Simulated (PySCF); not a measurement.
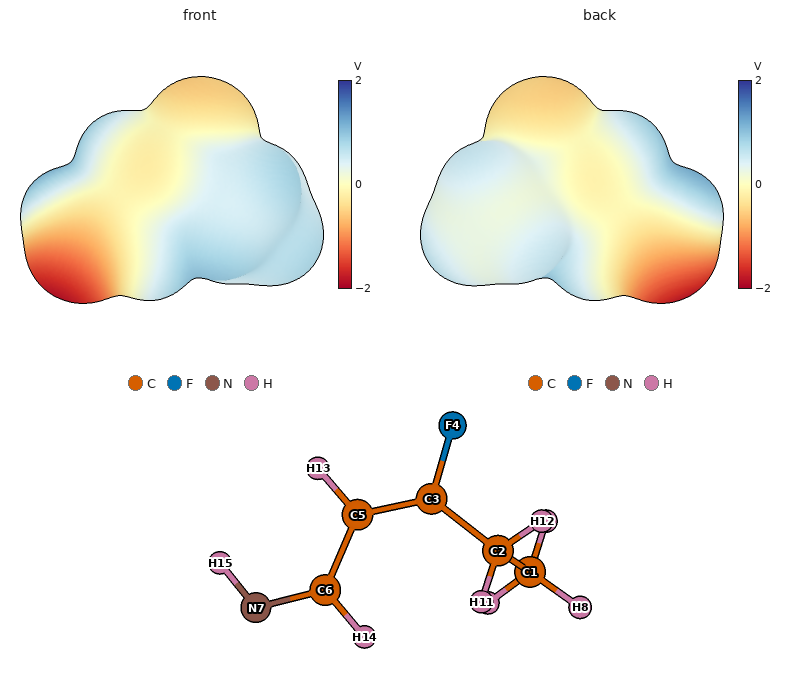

C$_{5}$H$_{8}$FN (SMILES [H]/N=C\C=C(\F)CC). The molecular electrostatic potential painted on the density surface at 0.001 e/bohr³, seen from the front and from behind; the colour scale runs from red (negative) to blue (positive). The bare structure is drawn below in the same view.

Geometry: GFN2-xTB.

These are results of PySCF, PBE0/pcSseg-1, SCF density, gas phase, non-relativistic, not measurements.

```xyz
15

C    -2.0619    0.3259   -0.0888
C    -0.7979    0.9439    0.5185
C     0.1435   -0.1214    0.9678
F    -0.1672   -0.6025    2.1938
C     1.1842   -0.6642    0.3340
C     1.6453   -0.2820   -0.9879
N     2.6105   -0.7813   -1.6274
H    -2.7621    1.1093   -0.3664
H    -2.5449   -0.3317    0.6299
H    -1.8127   -0.2529   -0.9751
H    -0.3117    1.5911   -0.2104
H    -1.0737    1.5428    1.3896
H     1.7366   -1.4520    0.8319
H     1.1063    0.5142   -1.4917
H     3.1014   -1.5312   -1.1396
```

Which sites attract a positive test charge, and which a negative one?

Answer. A positive charge is drawn to the negative regions and a negative charge to the positive ones. The most negative region (about −1.8 V) lies over N7, the most positive (about +1.1 V) over H15. N7 is the likeliest acceptor of a hydrogen bond.

How polar is the molecule by this calculation?

Answer. Its dipole moment is 2.20 D.
